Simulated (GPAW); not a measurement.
# Collinear magnetic orders of Fe2 W5 Fe2 110 with GPAW

Does Fe2 W5 Fe2 110 prefer parallel or opposed moments, or none?

Program: GPAW 26.7.0. Level of theory: PBE; plane waves with GPAW's PAW setups, scalar-relativistic. Results are calculated unless marked as measured.

**1. The starting structure**

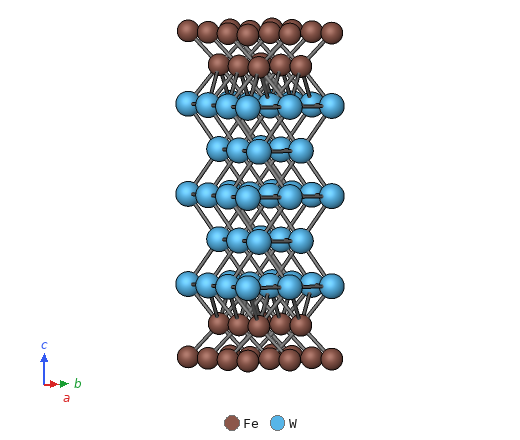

Start, viewed from the side, with the c axis up; iron brown, tungsten blue. 3×2×1 cells are drawn. Bonds to atoms that aren't drawn are left out. Some periodic images of atoms are drawn too.

The cell holds 9 atoms: 4 Fe and 5 W. Cell: a = 2.741 Å, b = 2.741 Å, c = 28.186 Å, α = 90.0°, β = 90.0°, γ = 109.5°. ideal sites on the substrate's mesh, layer spacings from atomic volumes, unrelaxed, 12 A of vacuum. Vacuum lies along c.

**2. Run 1 (ferro ++++)**

The parallel start comes first: it fits the smallest cell, keeps the most symmetry and shows whether parallel moments form.

order1.py reads:

```python
import json
import numpy as np
from ase import Atoms
from ase.parallel import paropen, parprint
from gpaw import GPAW

atoms = Atoms(['Fe', 'Fe', 'W', 'W', 'W', 'W', 'W', 'Fe', 'Fe'],
    cell=[[1.5825, -2.237993, 0.0],
         [1.5825, 2.237993, 0.0],
         [0.0, 0.0, 28.186078]],
    scaled_positions=[[0.0, 0.0, 0.212871],
         [0.5, 0.5, 0.271975],
         [0.0, 0.0, 0.341221],
         [0.5, 0.5, 0.420611],
         [0.0, 0.0, 0.5],
         [0.5, 0.5, 0.579389],
         [0.0, 0.0, 0.658779],
         [0.5, 0.5, 0.728025],
         [0.0, 0.0, 0.787129]],
    pbc=True,
    magmoms=[2.6, 2.6, 0.0, 0.0, 0.0, 0.0, 0.0, 2.6, 2.6])
atoms.calc = GPAW(mode={'name': 'pw', 'ecut': 450},
    xc='PBE',
    kpts={'size': (20, 20, 1), 'gamma': True},
    occupations={'name': 'fermi-dirac', 'width': 0.05},
    convergence={'density': 1e-05, 'energy': 1e-05},
    maxiter=200,
    mixer={'name': 'pulay', 'beta': 0.03, 'nmaxold': 8, 'weight': 100},
    symmetry={'tolerance': 1e-4},
    txt='order1.txt')
e = atoms.get_potential_energy(force_consistent=True)
res = {'free_energy': e, 'energy_sigma0': atoms.get_potential_energy(), 'fermi_energy': atoms.calc.get_fermi_level()}
res['moments'] = atoms.get_magnetic_moments().tolist()
res['total'] = atoms.get_magnetic_moment()
parprint('site moments (muB):', np.round(res['moments'], 3))
parprint(f"total moment: {res['total']:.3f} muB")
parprint(f'free energy: {e:.6f} eV')
atoms.calc.write('order1.gpw')
with paropen('results.json', 'w') as f:
    json.dump(res, f)
```

The run is started by

```
$ OMP_NUM_THREADS=1 mpirun -n 8 gpaw python order1.py > order1.log
```

Numbers of over 12 decimals in the logs are rounded to 6 here.

The log of the run:

```text
site moments (muB): [ 2.798  2.084 -0.102 -0.004 -0.008 -0.004 -0.102  2.084  2.798]
total moment: 9.666 muB
free energy: -91.062622 eV

--- order1.txt ---
Input parameters:
  mode=PW(ecut=450),
  convergence={'density': 1e-05, 'energy': 1e-05},
  kpts=MonkhorstPack(size=(20, 20, 1), gamma=True),
  maxiter=200,
  mixer=Pulay(name='pulay', nmaxold=8, beta=0.03, weight=100, sigma=0.015, g_ss=None),
  occupations=Occupations(name='fermi-dirac', width=0.05),
  symmetry=Symmetry(tolerance=0.0001),
  xc=XC(name='PBE')

Diagonalizing LCAO Hamiltonian
Converting LCAO to pw mode

       Fe

           Fe

       W

           W

       W

           W

       W

           Fe

       Fe

Atoms  # Å, Bohr magnetons
|   | symbol |        x |        y |         z |    initial magnetic moments |
|---|--------|----------|----------|-----------|-----------------------------|
| 0 |     Fe | 0.000000 | 0.000000 |  5.999999 | ( 0.0000,  0.0000,  2.6000) |
| 1 |     Fe | 1.582500 | 0.000000 |  7.665909 | ( 0.0000,  0.0000,  2.6000) |
| 2 |      W | 0.000000 | 0.000000 |  9.617682 | ( 0.0000,  0.0000,  0.0000) |
| 3 |      W | 1.582500 | 0.000000 | 11.855374 | ( 0.0000,  0.0000,  0.0000) |
| 4 |      W | 0.000000 | 0.000000 | 14.093039 | ( 0.0000,  0.0000,  0.0000) |
| 5 |      W | 1.582500 | 0.000000 | 16.330704 | ( 0.0000,  0.0000,  0.0000) |
| 6 |      W | 0.000000 | 0.000000 | 18.568396 | ( 0.0000,  0.0000,  0.0000) |
| 7 |     Fe | 1.582500 | 0.000000 | 20.520169 | ( 0.0000,  0.0000,  2.6000) |
| 8 |     Fe | 0.000000 | 0.000000 | 22.186079 | ( 0.0000,  0.0000,  2.6000) |

Unit cell  # Å
| periodic |        x |         y |         z |   lengths |     angles |
|----------|----------|-----------|-----------|-----------|------------|
|      yes | 1.582500 | -2.237993 |  0.000000 |  2.740970 |  90.000000 |
|      yes | 1.582500 |  2.237993 |  0.000000 |  2.740970 |  90.000000 |
|      yes | 0.000000 |  0.000000 | 28.186078 | 28.186078 | 109.471222 |

Number of symmetries: 8

BZ-sampling:
  Number of BZ points: 400
  Number of IBZ points: 111

  Monkhorst-Pack size: [20, 20, 1]
  Monkhorst-Pack shift: [0.025, 0.025, 0.0]

K-points  # in reciprocal-cell coordinates
|     |                                coordinates |     weight |
|-----|--------------------------------------------|------------|
|   0 | ( -0.00000000,  -0.00000000,   0.00000000) | 0.00250000 |
|   1 | (  0.05000000,  -0.05000000,   0.00000000) | 0.00500000 |
|   2 | (  0.05000000,  -0.00000000,   0.00000000) | 0.01000000 |
|   3 | (  0.05000000,   0.05000000,   0.00000000) | 0.00500000 |
|   4 | (  0.10000000,  -0.10000000,   0.00000000) | 0.00500000 |
|   5 | (  0.10000000,  -0.05000000,   0.00000000) | 0.01000000 |
|   6 | (  0.10000000,  -0.00000000,   0.00000000) | 0.01000000 |
|   7 | (  0.10000000,   0.05000000,   0.00000000) | 0.01000000 |
|   8 | (  0.10000000,   0.10000000,   0.00000000) | 0.00500000 |
|   9 | (  0.15000000,  -0.15000000,   0.00000000) | 0.00500000 |
| ... |                                            |            |
| 110 | (  0.50000000,   0.50000000,   0.00000000) | 0.00250000 |

Plane wave coefficients: 4392
Cutoff: 450.000000 eV

Spin-components: 2 (collinear spins)
Bands:           72
Projectors:      54
Spin-degeneracy: 1
Datatype:        complex128

Parallelization:
  kpt:    8
  domain: 1
  band:   1

Density:
  Valence electrons: 102.0
  Components: 2
  Grid points: [ 14  14 140]
  Charge: 0.0  # |e|

Potential:
  Grid points: [ 14  14 140]

species:
  Fe:
    name:    Iron
    Z:       26.0
    valence: 8
    core:    18
    charge:  0.0  # [|e|]
    compensation charges:
      type: gauss
      rc: 0.33  # [Å]
      lmax: 2
    cutoffs:
      filter: 2.06  # [Å]
      core: 2.67  # [Å]
    projectors
    | kind |    occ | energy [eV] | rcut [Å] |
    |------|--------|-------------|----------|
    |   4s |  2.000 |      -5.291 |    1.164 |
    |   4p |  0.000 |      -1.326 |    1.058 |
    |   3d |  6.000 |      -7.505 |    1.058 |
    |    s |        |      21.920 |    1.164 |
    |    p |        |      25.885 |    1.058 |
    |    d |        |      19.706 |    1.058 |

    Using partial waves for Fe as LCAO basis

  W:
    name:    Tungsten
    Z:       74.0
    valence: 14
    core:    60
    charge:  0.0  # [|e|]
    compensation charges:
      type: gauss
      rc: 0.40  # [Å]
      lmax: 2
    cutoffs:
      filter: 2.36  # [Å]
      core: 3.02  # [Å]
    projectors
    | kind |    occ | energy [eV] | rcut [Å] |
    |------|--------|-------------|----------|
    |   5s |  2.000 |     -78.830 |    1.344 |
    |   6s |  2.000 |      -5.697 |    1.344 |
    |   5p |  6.000 |     -43.233 |    1.355 |
    |   6p |  0.000 |      -1.367 |    1.355 |
    |   5d |  4.000 |      -4.494 |    1.228 |
    |    d |        |      22.717 |    1.228 |

    Using partial waves for W as LCAO basis

Reference energy: -2332336.176675  # eV

eigensolver:
  PPCG
  Converge bands: occupied
  niter=2

density mixing:
  Pulay-Mixer
  Linear mixing parameters: 0.03
  Old densities: 8
  Fourier metric: weight=100, sigma=0.015

occupation numbers:
  Fermi-Dirac:
    width: 0.0500  # eV

poisson solver:
  ecut: 3600.000000  # eV

xc functional:
  name: PBE with 2 nearest neighbor stencil

convergence criteria:
- Maximum integral of absolute [dens]ity change: 1e-05 electrons / valence electron
- Maximum [total energy] change in last 3 cyles: 1e-05 eV / valence electron
- Maximum integral of absolute [eigenst]ate change: 4e-08 eV^2 / valence electron
maximum number of iterations: 200

SCF iterations
|iter     |      energy | eigst |  dens |  magmom |
|---------|-------------|-------|-------|---------|
|iter:   1|       0s |  -95.017953 | +0.22 |       | +10.4145|
|iter:   2|      12s |  -95.775133 | -0.97 | -0.96 | +10.3578|
|iter:   3|      24s |  -92.581789 | -1.57 | -0.95 | +10.3611|
|iter:   4|      36s |  -92.114961 | -2.39 | -1.09 | +10.3312|
|iter:   5|      48s |  -91.175229 | -1.42 | -1.12 | +10.2176|
|iter:   6|      61s |  -90.915287 | -1.70 | -1.25 | +10.1178|
|iter:   7|      73s |  -90.901063 | -2.17 | -1.37 | +10.0290|
|iter:   8|      85s |  -90.886103 | -2.19 | -1.46 |  +9.9212|
|iter:   9|      97s |  -90.935371 | -2.79 | -1.59 |  +9.8591|
|iter:  10|     109s |  -91.005165 | -2.58 | -1.69 |  +9.8251|
[... 21 iterations left out ...]
|iter:  32|     370s |  -91.039427c| -7.24 | -4.20 |  +9.6655|
|iter:  33|     376s |  -91.039427c| -8.25c| -4.36 |  +9.6656|
|iter:  34|     381s |  -91.039426c| -7.67c| -4.40 |  +9.6659|
|iter:  35|     387s |  -91.039426c| -8.01c| -4.56 |  +9.6660|
|iter:  36|     393s |  -91.039426c| -8.00c| -4.62 |  +9.6660|
|iter:  37|     399s |  -91.039426c| -8.24c| -4.67 |  +9.6662|
|iter:  38|     405s |  -91.039426c| -8.38c| -4.76 |  +9.6663|
|iter:  39|     411s |  -91.039426c| -8.41c| -4.82 |  +9.6663|
|iter:  40|     417s |  -91.039425c| -8.59c| -4.93 |  +9.6662|
|iter:  41|     423s |  -91.039425c| -8.83c| -5.04c|  +9.6663|

Converged in 41 steps
Energy contributions relative to reference atoms: (reference = -2332336.176675)

Energy contributions:
  Kinetic:          70.009194
  Coulomb:         -72.544355
  Zero:              0.518351
  External:          0.000000
  Xc:              -88.999420
  Entropy:          -0.046393
  Spinorbit:         0.000000
  ----------------------------
  Free energy:     -91.062622
  Extrapolated:    -91.039425

dipole moment: (-50.815436, 0.000000, -0.000415)  # |e|*Ang

Total magnetic moment: (0.000000, 0.000000, 9.666255)

Local magnetic moments
|        x |        y |         z |
|----------|----------|-----------|
| 0.000000 | 0.000000 |  2.798425 |  # Fe   0
| 0.000000 | 0.000000 |  2.083926 |  # Fe   1
| 0.000000 | 0.000000 | -0.101985 |  # W    2
| 0.000000 | 0.000000 | -0.003765 |  # W    3
| 0.000000 | 0.000000 | -0.007955 |  # W    4
| 0.000000 | 0.000000 | -0.003765 |  # W    5
| 0.000000 | 0.000000 | -0.101985 |  # W    6
| 0.000000 | 0.000000 |  2.083926 |  # Fe   7
| 0.000000 | 0.000000 |  2.798425 |  # Fe   8

Fermi level: 6.691
Eigenvalues  # (at kpt = [-0.000, -0.000, 0.000])
| band index |      eig [eV] | occ [0-1] |      eig [eV] | occ [0-1] |
|------------|---------------|-----------|---------------|-----------|
|          0 |       -67.210 |     1.000 |       -67.215 |     1.000 |
|        ... |               |           |               |           |
|         45 |         5.084 |     1.000 |         6.444 |     0.993 |
|         46 |         5.127 |     1.000 |         6.683 |     0.536 |
|         47 |         5.139 |     1.000 |         6.904 |     0.014 |
|         48 |         5.139 |     1.000 |         6.906 |     0.013 |
|         49 |         5.333 |     1.000 |         6.918 |     0.010 |
|         50 |         5.375 |     1.000 |         7.460 |     0.000 |
|         51 |         5.425 |     1.000 |         7.460 |     0.000 |
|         52 |         5.586 |     1.000 |         7.706 |     0.000 |
|         53 |         5.598 |     1.000 |         7.726 |     0.000 |
|         54 |         5.732 |     1.000 |         7.746 |     0.000 |
|         55 |         5.805 |     1.000 |         7.836 |     0.000 |
|         56 |         5.888 |     1.000 |         7.856 |     0.000 |
|         57 |         6.229 |     1.000 |         7.973 |     0.000 |
|         58 |         6.531 |     0.961 |         7.974 |     0.000 |
|         59 |         7.319 |     0.000 |         8.355 |     0.000 |
|         60 |         8.011 |     0.000 |         8.453 |     0.000 |
|        ... |               |           |               |           |
|         71 |         9.590 |     0.000 |         9.496 |     0.000 |

No gap
No difference between direct/indirect transitions
```

Wall time 7.4 min (8 MPI ranks of Arm Neoverse V2, shared host); peak memory 3 GiB.

Spin moment in the augmentation sphere by atom:

```tsv
atom	spin moment in the augmentation sphere (μB)
Fe1	2.80
Fe2	2.08
W3	-0.10
W4	0.00
W5	-0.01
W6	0.00
W7	-0.10
Fe8	2.08
Fe9	2.80
```

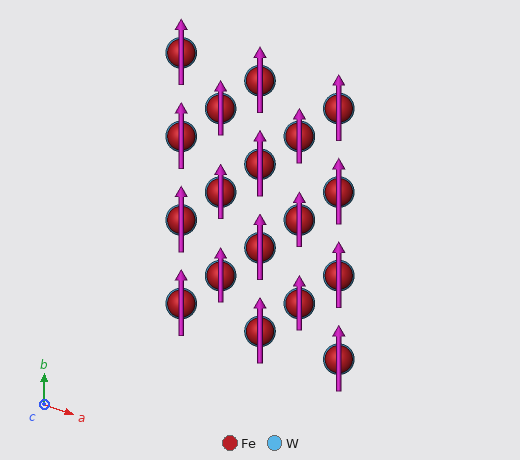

Spin moment in the augmentation sphere as arrows, the longest 2.80 μB. Up and down stand for the sign. Arrows give size and sign along the axis of quantisation, drawn up and down the page. 2×3×1 cells are drawn. Some periodic images of atoms are drawn too.

Read from the output:

* magnetization: 9.666 μB
* final state: ferromagnetic

After 41 cycles the largest moment stands at 2.80 μB.

(Continued in part 2 of 2.)

[Logs and program files are shortened in this print: banners, set-up blocks, solver, clock and traceback lines can be left out without a mark of their own.]

[Logs are printed without paths, hosts, clocks, repeated set-up lines and the standing remarks that a program may print on its own settings, such as how far it seeks lower states.]

[Hosts, paths, dates, database ids (printed as entryN), source tags and the programs' standing remarks are cut or masked in the printed files.]

[Where a cell is said to come from a database of computed structures, the database is the Materials Project.]
